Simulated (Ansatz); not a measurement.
**[O2]− (superoxide): UPBE/STO-3G**

What is the vertical doublet–quartet gap of [O2]− (superoxide) at UPBE/STO-3G? 

The results are computed with Ansatz 0.2.0.

17 further runs of the same task are left out: 13 that didn't finish, 4 set aside as unsound or not needed.

### 1 The molecule

The species is [O2]− (2 atoms), meant as a doublet with charge -1. SMILES: `[O][O-]`. The coordinates come from a GFN2-xTB relaxation.

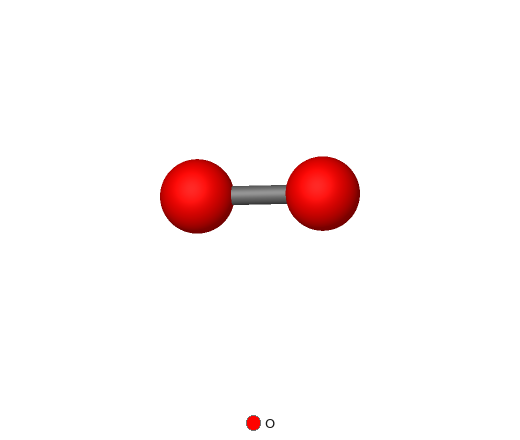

Viewed from a chosen angle; oxygen red.

### 2 The energy at UPBE/STO-3G

Input file job.yaml:

```yaml
crystal:
  periodic: [false, false, false]
  atoms:
    - {symbol: O, position_ang: [0.000000, 0.000000, 0.000000]}
    - {symbol: O, position_ang: [0.000000, 0.000000, 1.341480]}
basis:
  gaussian:
    orbitals: STO-3G
total_charge: -1
magnetization:
  spin_polarized: true
  initial_magnetization: 1
hamiltonian:
  xc: {name: PBE}
accuracy: high
```

On the command line:

```
$ ansatz run job.yaml --threads 1 --pin off --max-ram 2610MiB --events-out events.jsonl --progress --plain --runs-dir runs
```

Log:

```text
Warning: RAYON_NUM_THREADS=1 ignored (pool sized by the plan → 1); use --threads N
Functional definition: PBE
  name "PBE"
  parameter kappa = 0.804
  parameter beta = 0.06672455060314922
  exchange = pbe_x(kappa = kappa, mu = beta*pi^2/3)
  correlation = pbe_c(beta = beta)
149 factors; integrals over basis functions are off by at most 4.1e-8 eV
mean field evaluation 1: about -4024.2978 eV, gradient 5.2e0 eV
mean field evaluation 2: about -4024.4850 eV, gradient 1.4e0 eV
mean field evaluation 4: about -4024.4636 eV, gradient 1.2e-1 eV
mean field evaluation 8: about -4024.4637 eV, gradient 4.5e-4 eV
mean field evaluation 16: about -4024.4723 eV, gradient 2.0e-8 eV
mean field -4024.46366429 eV, -147.8963117833 hartree, gradient 1.7e-8 eV, S^2 0.750079; 1 other end points of the search recorded, 0 dependent functions left out
reference -4024.46366491 eV, -147.8963118058 hartree; 9, 8 occupied and 1, 2 virtual orbitals, 149 factors
Total energy: -4024.46366491 eV, -147.8963118058 hartree
```

Run time: 0.68 s. Hardware: 1 thread of Arm Neoverse V1, shared host.

### 3 The quartet at the same level

Input file in.yaml:

```yaml
crystal:
  periodic: [false, false, false]
  atoms:
    - {symbol: O, position_ang: [0.000000, 0.000000, 0.000000]}
    - {symbol: O, position_ang: [0.000000, 0.000000, 1.341480]}
basis:
  gaussian:
    orbitals: STO-3G
total_charge: -1
accuracy: high
magnetization:
  spin_polarized: true
  initial_magnetization: 3
hamiltonian:
  xc: pbe
```

On the command line:

```
$ ansatz run in.yaml --threads 1 --pin off --max-ram 2610MiB --events-out events.jsonl --progress --plain --runs-dir runs
```

Log, shortened:

```text
Warning: RAYON_NUM_THREADS=1 ignored (pool sized by the plan → 1); use --threads N
[... 6 set-up lines as earlier in the session ...]
149 factors; integrals over basis functions are off by at most 4.1e-8 eV
mean field evaluation 1: about -4017.2939 eV, gradient 1.4e0 eV
mean field evaluation 2: about -4017.3101 eV, gradient 1.0e-1 eV
mean field evaluation 4: about -4017.2928 eV, gradient 9.3e-5 eV
mean field evaluation 8: about -4017.2928 eV, gradient 1.5e-9 eV
mean field -4017.29278365 eV, -147.6327867803 hartree, gradient 1.2e-9 eV, S^2 3.750000; 0 other end points of the search recorded, 0 dependent functions left out
reference -4017.29278428 eV, -147.6327868034 hartree; 10, 7 occupied and 0, 3 virtual orbitals, 149 factors
Total energy: -4017.29278428 eV, -147.6327868034 hartree
```

Run time: 1.1 s. Hardware: 1 thread of Arm Neoverse V1, shared host.

### 4 Summary of results

Level: UPBE/STO-3G.

| quantity | value |
| --- | --- |
| doublet: total energy | -147.89631 Eh |
| doublet: ⟨S²⟩ | 0.750 |
| quartet: total energy | -147.63279 Eh |
| quartet: ⟨S²⟩ | 3.750 |
| vertical energy of the quartet above the doublet | 7.171 eV |

At this shape the quartet lies 7.17 eV (692 kJ/mol) above the doublet. For an anion a state so high probably lies above electron detachment. In a minimal basis such a difference can be off by several eV, whatever the method.
